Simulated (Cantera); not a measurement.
Input: 1 mol SiF4, 8.3 mol N2O, held at 52.0 Pa.

Method: chemical equilibrium by Gibbs-energy minimisation in Cantera with the NASA 1993 tables (ideal gas, pure condensed phases). Candidate condensed phases: Si, SiO2, Si2N2O, Si3N4; 28 gas species. The tables' values for SiF3, SiO2 are old estimates; treat these amounts as uncertain. The tables hold silica as quartz up to 1696 K and as liquid above; real silica turns to tridymite and cristobalite and melts near 1996 K. Rates play no part.

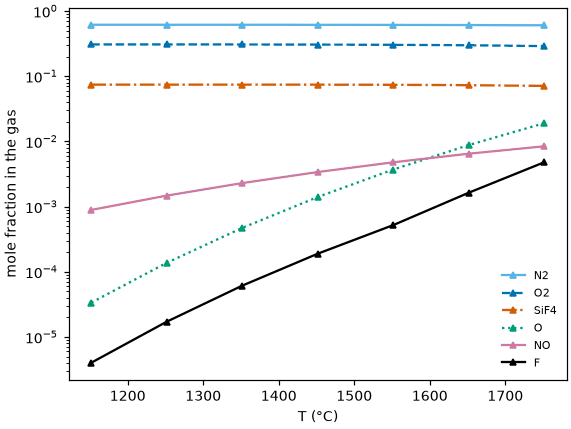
Equilibrium gas composition (values under 1e-9 drawn at 1e-9)

From 1152 °C to 1252 °C nothing is condensed. At 1352 °C the condensed part is SiO2(β-quartz). From 1452 °C to 1552 °C the condensed part is SiO2(condensed). From 1652 °C to 1752 °C nothing is condensed. The main Si-bearing gas is SiF4 throughout.
